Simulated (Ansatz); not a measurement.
System: BH4O2P···H2.

Input file:

```
crystal:
  periodic: [false, false, false]
  atoms:
    - { symbol: B, position_ang: [0.481731, 0.158932, 0.236265] }
    - { symbol: H, position_ang: [-1.727049, 1.076111, -0.333919] }
    - { symbol: O, position_ang: [1.53536, 0.852877, -0.280004] }
    - { symbol: O, position_ang: [-0.056303, 0.602281, 1.398629] }
    - { symbol: H, position_ang: [-1.898124, 0.772829, -0.942618] }
    - { symbol: P, position_ang: [-0.28333, -1.356452, -0.667595] }
    - { symbol: H, position_ang: [1.849786, 0.534928, -1.132039] }
    - { symbol: H, position_ang: [0.370777, 1.414309, 1.700441] }
    - { symbol: H, position_ang: [0.806717, -2.239561, -0.397764] }
    - { symbol: H, position_ang: [-1.079466, -1.816153, 0.418504] }
basis:
  gaussian: { orbitals: def2-SVP }
hamiltonian:
  xc: pbe0
relax:
  f_tol: 0.03
  max_steps: 50
output:
  orbitals: {}
```

Launched as:

```sh
ansatz run input.yaml --threads 2 --pin off --max-ram 3072MiB --backend cpu --events-out ev --progress --plain --runs-dir out
```

The fields are those of the relaxed geometry.

Method: RKS PBE0/def2-SVP (Ansatz 0.2.0).

Predict the electron density and electron localisation function between the atoms.

B–O (1.36 Å): ρ is about 2.1 e/Å³ halfway; the ELF peaks at about 0.90 between the atoms, as expected for a polar covalent bond.
B–P (1.95 Å): ρ is about 0.97 e/Å³ halfway; the ELF peaks at about 1 between the atoms; localised, covalent bonding.
O–H (0.96 Å): ρ is about 3.7 e/Å³ halfway; the ELF climbs to about 1 towards the hydrogen, as it does in any bond to H: an ordinary covalent bond to hydrogen.

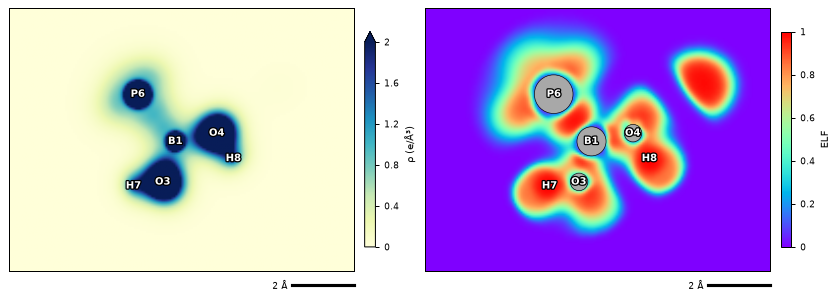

Computed electron density and electron localisation function on the plane of atoms B1, O3 and H7, in this order. Grey discs cover the atomic cores in the ELF map. 
